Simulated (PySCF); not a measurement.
# C$_{2}$H$_{7}$ClO$_{2}$Si$_{2}$: what the fields show

```xyz
14

C    -1.8522   -0.4920    1.0945
Si   -0.2217   -0.8299    0.2612
C    -0.0337    0.0053   -1.4606
O     0.8312    1.1293   -1.2864
Si    1.7867    1.1181    0.0708
Cl    3.6914    0.4823   -0.3782
O     1.0298    0.0036    1.0355
H    -1.8384   -0.8308    2.1419
H    -2.6689   -1.0210    0.5777
H    -2.0772    0.5859    1.0835
H     0.0769   -2.2906    0.2381
H     0.3926   -0.6844   -2.2116
H    -0.9950    0.3648   -1.8647
H     1.8779    2.4589    0.6761
```

Geometry: PBE0-D3(BJ)/def2-SVP.

Method: wB97X-D/pcSseg-1, SCF density, in a chloroform solvent model, non-relativistic in PySCF.

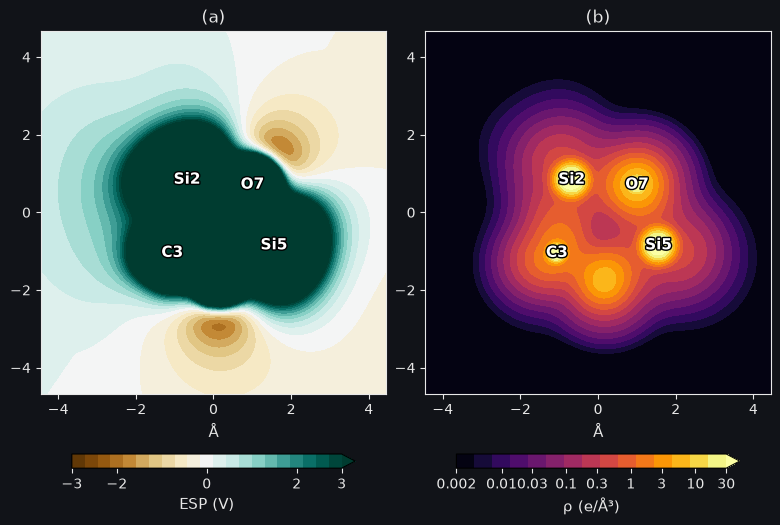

Figure 1. (a) electrostatic potential; (b) total electron density on the plane of atoms C3, Si2 and O7.

**What does the map show?**

- The plane passes through Si, C and O nuclei.
- Si–O (1.66 Å): ρ is about 1.1 e/Å³ halfway.
- C–Si (1.92 Å): ρ is about 0.94 e/Å³ halfway.
- Outside the dense part of the molecule the potential is most negative (−1.9 V) near O4, which lies off the plane.

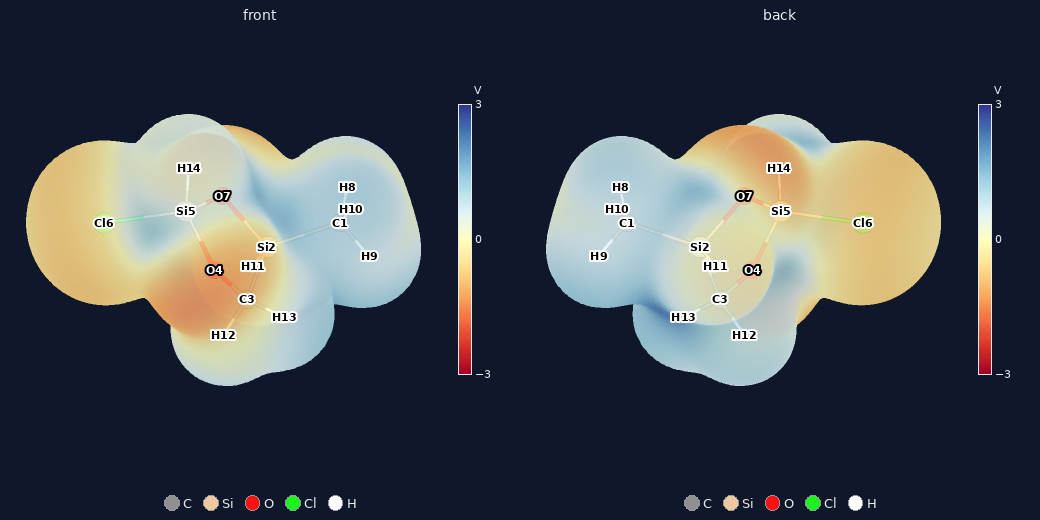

Figure 2. The electrostatic potential painted on the density surface at 0.002 e/bohr³, seen from the front and from behind; the colour scale runs from red (negative) to blue (positive).

**Describe the electrostatic potential map.**

The most negative region (about −1.4 V) lies over O4, the most positive (about +2.2 V) over Si2. O4 is the likeliest acceptor of a hydrogen bond.

**How polar is the molecule by this calculation?**

Its dipole moment is 3.79 D.
